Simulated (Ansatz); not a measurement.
# H6O3Si2 (SMILES O[SiH](O)O[SiH3]): what the fields show

```xyz
11

O    -2.0501    0.7225    1.0836
Si   -0.4345    0.6058    0.8933
O     0.2071   -0.7040    1.6415
O    -0.0397    0.4226   -0.6687
Si    0.9774   -0.3800   -1.6743
H    -2.6057    0.0455    0.6938
H     0.0987    1.8675    1.4356
H     0.0742   -0.7920    2.5860
H     2.3734   -0.3101   -1.1719
H     0.8973    0.2679   -3.0062
H     0.5673   -1.8026   -1.7923
```

Geometry: PBE0-D4/def2-TZVP.

All numbers below come from RKS PBE0-D4/def2-TZVPP in Ansatz.

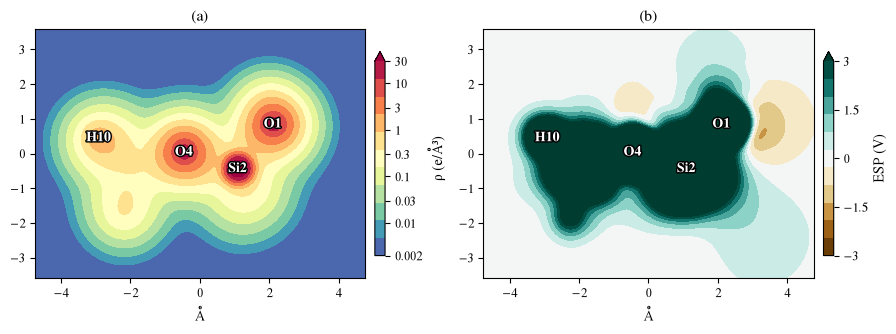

Figure 1. (a) electron density; (b) molecular electrostatic potential on the plane of atoms O1, Si2 and O4.

Q: Interpret the plot.

A:
- The section cuts through O, Si and H sites.
- Si–O (1.62 Å): ρ at the midpoint is about 1.2 e/Å³.
- Outside the dense part of the molecule the potential is most negative (−1.4 V) near O1.

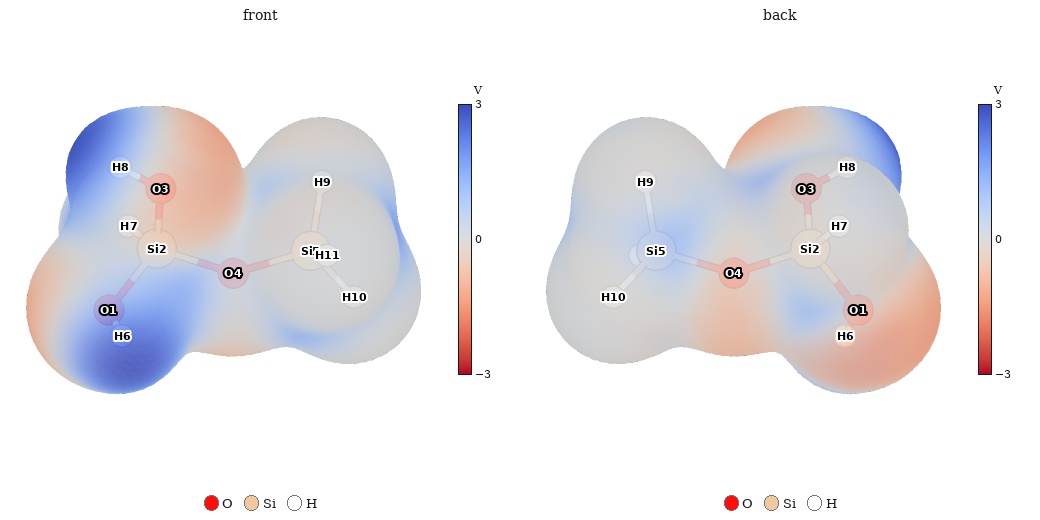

Figure 2. The molecular electrostatic potential painted on the density surface at 0.002 e/bohr³, seen from the front and from behind; the colour scale runs from red (negative) to blue (positive).

Q: Where is the surface potential most negative and most positive?

A: The most negative region (about −1.3 V) lies over O1, the most positive (about +2.7 V) over H6 and H8. O1 is the likeliest acceptor of a hydrogen bond.

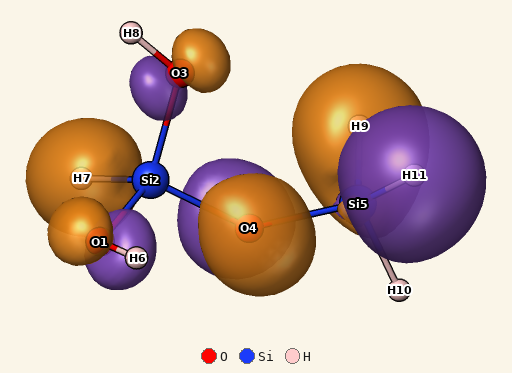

Figure 3. The HOMO at ±0.1 Å⁻³ᐟ² (orange and purple are the two phases), seen at a tilt.

Q: Where does this orbital lie, and at what energy?

A: It lies mainly on O4 (about 30 %), Si5 (about 20 %), H11 (about 15 %), H9 (about 15 %), Si2 (about 5 %) and H7 (about 5 %). Its energy is −8.84 eV.
